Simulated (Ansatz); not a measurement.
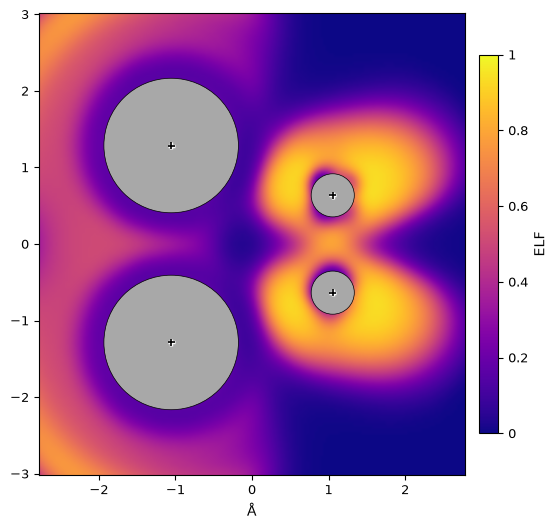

The ELF on a plane through atoms (crosses mark nuclei in the plane; grey discs cover the cores).

Level of theory: UKS PBE0-D4/def2-TZVP (Ansatz 0.2.0).

Candidates:
A. H$_{6}$SSi$_{2}$ (charge +1, doublet)
B. O$_{2}$Zn$_{2}$ (triplet)

Q: Which system is this?

A: Candidate B: O$_{2}$Zn$_{2}$ on the molecular plane, which holds Zn and O. O–O (1.27 Å): the ELF peaks at about 0.80 between the atoms, as expected for a covalent bond. Zn–O (2.21 Å): the ELF peaks at about 0.90 in the valence shell of O, 0.6 Å from its nucleus, and is about 0.15 at the midpoint.
